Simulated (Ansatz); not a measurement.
A-type hexagonal La₂O₃ was calculated with BLYP (Ansatz, an electronic-structure program, PAW).

Run with plane-wave cutoff 520 eV, 12×12×6 k mesh (along the axes of the cell as run), Fermi–Dirac smearing 0.01 eV, scalar-relativistic PAW data made under PBE.

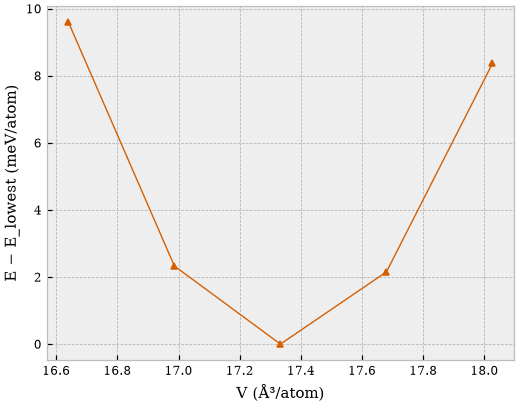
Total energy against volume

**Question.** From the curve, estimate the equilibrium volume and the bulk modulus.

**Answer.** V0 ≈ 17.3 Å³/atom and B0 ≈ 100 GPa; the fit gives V0 = 17.334 Å³/atom, B0 = 103 GPa, B′ = 3.9.

Shape and atoms are relaxed at each volume.

Measured, for comparison: bulk modulus 113 GPa (300 K, not corrected to a static lattice; as tabulated in Santana et al. (2016), arXiv:1608.06321); equilibrium volume per atom 16.44 Å³/atom (room temperature, not corrected to a static lattice, equation of state from high-pressure X-ray diffraction; as tabulated in Ibáñez et al. (2020), arXiv:2005.12956). Computed (rounded) less measured: bulk modulus -9 %, equilibrium volume per atom +5.4 %.

Note: the bulk modulus comes from volumes at which shape and atoms were relaxed.

Spin–orbit coupling is not included.

Computed values are for the static lattice.

Cost on a shared machine: around 12 core-minutes (rough).
